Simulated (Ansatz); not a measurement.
# BSiHO (triplet): correlated methods under varied settings at distance O2–Si3 = 1.834 Å

Aim: run BSiHO (triplet) at one geometry under a spread of methods and options, and see what each costs and gives.

The runs use Ansatz 0.2.0, Gaussian basis; the settings change from run to run.

13 further runs of the same task are left out: 12 that didn't finish, 1 set aside as unsound or not needed.

## 1. What is computed

The geometry derives from a PBE0/def2-TZVP stationary point (not a proven minimum). One bond is set to the value named and the two fragments are kept rigid.

4 atoms, charge 0, spin multiplicity 3.

Atoms are counted from 1 here; the program's logs count them from 0.

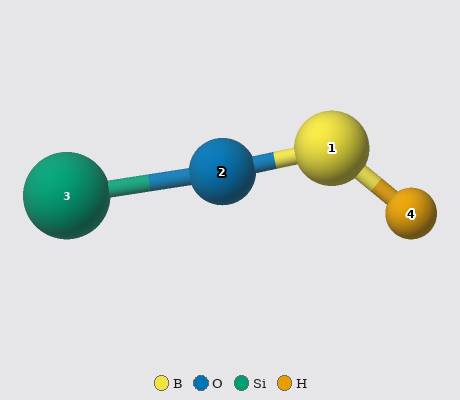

The geometry (boron yellow, oxygen blue, silicon teal, hydrogen amber); atoms are numbered from 1 in the order of the file.

## 2. BCCD(T) on UHF/STO-3G

The input, in.yaml:

```yaml
crystal:
  periodic: [false, false, false]
  atoms:
    - {symbol: B, position_ang: [0.000011, -0.291092, 0.899812]}
    - {symbol: O, position_ang: [-0.000019, -0.173108, -0.396080]}
    - {symbol: Si, position_ang: [0.000004, -0.110415, -2.229008]}
    - {symbol: H, position_ang: [0.000003, 0.574615, 1.725275]}
basis:
  gaussian: {orbitals: STO-3G}
magnetization: {spin_polarized: true, initial_magnetization: 2}
correlation: {method: bccd_t, electrons: outside_noble_gas}
accuracy: high
scf: {lower_state_search: off}
```

On the command line:

```console
$ ansatz run in.yaml --threads 1 --pin off --events-out ev --progress --plain --max-ram 2393MiB
```

Standard output (excerpt; [...] marks lines left out):

```text
Functional definition: HF
  name "HF"
  cite "Fock, Z. Phys. 61, 126 (1930) doi:10.1007/BF01340294"
  parent pbe
[...]
345 factors; integrals over basis functions are off by at most 3.8e-9 eV
[...]
mean field -10457.28430290 eV, -384.2981099299 hartree, gradient 1.8e-8 eV, S^2 2.025289; 0 other end points of the search recorded, 0 dependent functions left out
7 core orbitals not correlated: weight in the atoms' cores, before any rotation towards them, 1.000 or more for the frozen orbitals, at most 0.000 for the correlated occupied ones
reference -10457.28430290 eV, -384.2981099299 hartree; 8, 6 occupied and 5, 7 virtual orbitals, 345 factors
second order -2.88464302 eV of doubles, -0.00000000 eV of singles
cycle   1  -2.90563185 eV  change   -2.1e-2 eV  update   1.4e-1
[...]
cycle  32  -3.49577120 eV  change   7.7e-11 eV  update   1.4e-9
perturbative correction -0.34975976 eV, -0.0128534339 hartree
Total energy: -10461.12983386 eV, -384.4394305860 hartree
Checks for a lower state left out: stability, starts, cluster_reference, orbital_swaps, neighbouring_geometries, increment
```

It took 1.2 s on 1 thread of Intel Xeon at 2.50GHz, shared host.

From the report: ⟨S²⟩ of the determinant 2.025 (pure triplet: 2.00); correlation -3.8455 eV; largest double amplitude 0.08.

## 3. MRCISD+Q(relaxed)(2,4)/STO-3G

in.yaml, as its differences from that of step 2:

```diff
@@ -9,5 +9,4 @@
   gaussian: {orbitals: STO-3G}
-magnetization: {spin_polarized: true, initial_magnetization: 2}
-correlation: {method: bccd_t, electrons: outside_noble_gas}
-accuracy: high
-scf: {lower_state_search: off}
+magnetization: {spin_polarized: false, initial_magnetization: 2}
+correlation: {method: fic_mrcisd_q_relaxed, electrons: all, active_space: {window: {electrons: 2, orbitals: 4}, states: [{multiplicity: 3, weights: [1, 0.5, 1]}]}}
+scf: {lower_state_search: light}
```

The command is unchanged.

Standard output (excerpt; [...] marks lines left out):

```text
Functional definition: HF
  name "HF"
  cite "Fock, Z. Phys. 61, 126 (1930) doi:10.1007/BF01340294"
  parent pbe
[...]
338 factors; integrals over basis functions are off by at most 4.2e-8 eV
[...]
mean field -10457.21353659 eV, -384.2955093159 hartree, gradient 2.1e-6 eV, S^2 2.000000; 7 other end points of the search recorded, 0 dependent functions left out
reference -10457.21353659 eV, -384.2955093159 hartree; 15, 13 occupied and 5, 7 virtual orbitals, 338 factors
state -10457.12681622 eV, -384.2923224011 hartree
state -10456.83938155 eV, -384.2817593717 hartree
state -10454.57359350 eV, -384.1984931965 hartree
contracted CI cycle   1: correlation 0.00000000 eV, 0.0000000000 hartree, residual 1.36e1 eV
contracted CI cycle   2: correlation -2.96835841 eV, -0.1090851594 hartree, residual 3.56e0 eV
[...]
contracted CI cycle  11: correlation -4.36239582 eV, -0.1603150896 hartree, residual 2.46e-2 eV
contracted CI cycle  12: correlation -4.36241439 eV, -0.1603157718 hartree, residual 1.37e-2 eV
contracted CI cycle  13: correlation -4.36242018 eV, -0.1603159847 hartree, residual 6.50e-3 eV
contracted CI cycle  14: correlation -4.36242127 eV, -0.1603160246 hartree, residual 3.19e-3 eV
contracted CI cycle  15: correlation -4.36242175 eV, -0.1603160422 hartree, residual 2.80e-3 eV
contracted CI cycle  16: correlation -4.36242206 eV, -0.1603160539 hartree, residual 2.10e-3 eV
contracted CI cycle  17: correlation -4.36242217 eV, -0.1603160578 hartree, residual 8.78e-4 eV
contracted CI cycle  18: correlation -4.36242219 eV, -0.1603160585 hartree, residual 5.17e-4 eV
contracted CI cycle  19: correlation -4.36242220 eV, -0.1603160588 hartree, residual 1.92e-4 eV
state -10454.57359350 eV, -384.1984931965 hartree; corrected -10459.55171151 eV, -384.3814356593 hartree
Total energy: -10460.24772278 eV, -384.4070136016 hartree
```

It took 3 s on 1 thread of Intel Xeon at 2.50GHz, shared host.

From the report: 16 determinants; active occupations (of the averaged states) 0.69, 0.59, 0.51, 0.21.

## 4. CCSD(T) on UHF/cc-pVDZ

The input, in.yaml:

```yaml
crystal:
  periodic: [false, false, false]
  atoms:
    - {symbol: B, position_ang: [0.000011, -0.291092, 0.899812]}
    - {symbol: O, position_ang: [-0.000019, -0.173108, -0.396080]}
    - {symbol: Si, position_ang: [0.000004, -0.110415, -2.229008]}
    - {symbol: H, position_ang: [0.000003, 0.574615, 1.725275]}
basis:
  gaussian: {orbitals: cc-pVDZ}
magnetization: {spin_polarized: true, initial_magnetization: 2}
correlation: {method: ccsd_t, electrons: outside_noble_gas}
scf: {lower_state_search: off}
output: {forces: true}
```

Launched as before.

Standard output (excerpt; [...] marks lines left out):

```text
Functional definition: HF
  name "HF"
  cite "Fock, Z. Phys. 61, 126 (1930) doi:10.1007/BF01340294"
  parent pbe
[...]
488 factors; integrals over basis functions are off by at most 9.0e-4 eV
[...]
mean field -10585.48393066 eV, -389.0093593530 hartree, gradient 3.0e-6 eV, S^2 2.028927; 0 other end points of the search recorded, 0 dependent functions left out
7 core orbitals not correlated: weight in the atoms' cores, before any rotation towards them, 1.000 or more for the frozen orbitals, at most 0.000 for the correlated occupied ones
reference -10585.48393066 eV, -389.0093593530 hartree; 8, 6 occupied and 36, 38 virtual orbitals, 488 factors
second order -8.37221617 eV of doubles, -0.00000000 eV of singles
cycle   1  -8.60387475 eV  change   -2.3e-1 eV  update   1.2e-1
[...]
cycle  22  -9.18357702 eV  change   -1.4e-8 eV  update   6.3e-8
perturbative correction -0.33413470 eV, -0.0122792239 hartree
[...]
Total energy: -10595.00164239 eV, -389.3591288076 hartree
Atom 0 at     0.000011    -0.291092     0.899812 Å, force    -0.000015    -0.052574    -0.200816 eV/Å
Atom 1 at    -0.000019    -0.173108    -0.396080 Å, force     0.000042    -0.069949    -1.499445 eV/Å
Atom 2 at     0.000004    -0.110415    -2.229008 Å, force    -0.000027    -0.045872     1.345694 eV/Å
Atom 3 at     0.000003     0.574615     1.725275 Å, force     0.000001     0.168395     0.354567 eV/Å
Dipole moment:     0.000003     0.067463    -0.089592 e Å
Checks for a lower state left out: starts, cluster_reference, orbital_swaps, neighbouring_geometries, increment
```

It took 18 s on 1 thread of Intel Xeon at 2.50GHz, shared host.

From the report: ⟨S²⟩ of the determinant 2.029 (pure triplet: 2.00); correlation -9.5177 eV; T1 0.050; largest double amplitude 0.08.

## 5. CASSCF(4,3)/6-31G

The input, in.yaml:

```yaml
crystal:
  periodic: [false, false, false]
  atoms:
    - {symbol: B, position_ang: [0.000011, -0.291092, 0.899812]}
    - {symbol: O, position_ang: [-0.000019, -0.173108, -0.396080]}
    - {symbol: Si, position_ang: [0.000004, -0.110415, -2.229008]}
    - {symbol: H, position_ang: [0.000003, 0.574615, 1.725275]}
basis:
  gaussian: {orbitals: 6-31G, fitting: {mean_field: def2-universal-jkfit}}
magnetization: {spin_polarized: false, initial_magnetization: 2}
correlation: {active_space: {window: {electrons: 4, orbitals: 3}}}
output: {forces: true}
```

Same command.

Standard output (excerpt; [...] marks lines left out):

```text
Functional definition: HF
  name "HF"
  cite "Fock, Z. Phys. 61, 126 (1930) doi:10.1007/BF01340294"
  parent pbe
[...]
298 factors; integrals over basis functions are off by at most 4.9e-2 eV
[...]
mean field -10583.52001530 eV, -388.9371867946 hartree, gradient 1.8e-6 eV, S^2 2.000000; 7 other end points of the search recorded, 0 dependent functions left out
reference -10583.52001530 eV, -388.9371867946 hartree; 15, 13 occupied and 18, 20 virtual orbitals, 298 factors
state -10583.52001530 eV, -388.9371867946 hartree
[...]
Total energy: -10583.52001530 eV, -388.9371867946 hartree
Atom 0 at     0.000011    -0.291092     0.899812 Å, force     0.000031    -0.467226     1.707397 eV/Å
Atom 1 at    -0.000019    -0.173108    -0.396080 Å, force     0.000023     0.410953    -4.062995 eV/Å
Atom 2 at     0.000004    -0.110415    -2.229008 Å, force    -0.000046    -0.080724     2.520743 eV/Å
Atom 3 at     0.000003     0.574615     1.725275 Å, force    -0.000008     0.136997    -0.165144 eV/Å
Dipole moment:     0.000007     0.061371    -0.447944 e Å
```

Run time: 3.2 s. Hardware: 1 thread of Intel Xeon at 2.50GHz, shared host.

From the report: 9 determinants; active occupations 2.00, 1.00, 1.00. With so small a space the active step adds no correlation: the energy is the mean field's.

## 6. CCSD(T) on UHF/cc-pVDZ

The input, in.yaml:

```yaml
crystal:
  periodic: [false, false, false]
  atoms:
    - {symbol: B, position_ang: [0.000011, -0.291092, 0.899812]}
    - {symbol: O, position_ang: [-0.000019, -0.173108, -0.396080]}
    - {symbol: Si, position_ang: [0.000004, -0.110415, -2.229008]}
    - {symbol: H, position_ang: [0.000003, 0.574615, 1.725275]}
basis:
  gaussian: {orbitals: cc-pVDZ}
magnetization: {spin_polarized: true, initial_magnetization: 2}
correlation: {method: ccsd_t, electrons: all}
```

The command is unchanged.

Standard output (excerpt; [...] marks lines left out):

```text
Functional definition: HF
  name "HF"
  cite "Fock, Z. Phys. 61, 126 (1930) doi:10.1007/BF01340294"
  parent pbe
[...]
488 factors; integrals over basis functions are off by at most 9.0e-4 eV
[...]
mean field -10585.48393066 eV, -389.0093593530 hartree, gradient 3.0e-6 eV, S^2 2.028927; 9 other end points of the search recorded, 0 dependent functions left out
determinant -10585.48393066 eV, -389.0093593530 hartree, with singles and doubles -10594.91425081 eV, -389.3559172265 hartree
determinant -10585.27378884 eV, -389.0016367838 hartree, with singles and doubles -10594.48875319 eV, -389.3402804775 hartree
determinant -10583.02845184 eV, -388.9191221706 hartree, with singles and doubles -10592.41452959 eV, -389.2640541660 hartree
determinant -10585.48393066 eV, -389.0093593530 hartree, with singles and doubles -10594.93199458 eV, -389.3565692980 hartree
determinant -10585.27378884 eV, -389.0016367838 hartree, with singles and doubles -10594.49012755 eV, -389.3403309841 hartree
reference -10585.48393066 eV, -389.0093593530 hartree; 15, 13 occupied and 36, 38 virtual orbitals, 488 factors
second order -8.65541436 eV of doubles, -0.00000000 eV of singles
cycle   1  -9.44806718 eV  change   -3.3e-6 eV  update   3.2e-6
perturbative correction -0.34099534 eV, -0.0125313477 hartree
Total energy: -10595.27299318 eV, -389.3691007653 hartree
```

Wall time 62 s (1 thread of Intel Xeon at 2.50GHz, shared host).

From the report: ⟨S²⟩ of the determinant 2.029 (pure triplet: 2.00); correlation -9.7891 eV; T1 0.035; largest double amplitude 0.08.

## 7. The runs in one table

Where basis and cores are those of an earlier UCCSDT(Q)/cc-pVDZ run (-10595.0950 eV), and the state is the same kind, the miss against it is given.

```
                                                 level         correlated  functions  energy (eV)  from UCCSDT(Q) (meV)   time
                                 BCCD(T) on UHF/STO-3G  outside noble gas         20  -10461.1298                        1.2 s
MRCISD+Q(relaxed)(2,4)/STO-3G (mean of several states)                all         20  -10460.2477                          3 s
                                CCSD(T) on UHF/cc-pVDZ  outside noble gas         51  -10595.0016                  93.3   18 s
                                     CASSCF(4,3)/6-31G                            33  -10583.5200                        3.2 s
                                CCSD(T) on UHF/cc-pVDZ                all         51  -10595.2730                         62 s
```

## 8. Results

| quantity | value |
| --- | --- |
| runs | 5 |
| quickest | BCCD(T) on UHF/STO-3G, 1.2 s |
| slowest | CCSD(T) on UHF/cc-pVDZ, 62 s |

What this shows: Total energies in different bases, with other cores or another treatment of relativity can't be set against each other. CCSD(T) on UHF/cc-pVDZ took 53 times as long as BCCD(T) on UHF/STO-3G; the jobs differ in more than the method.
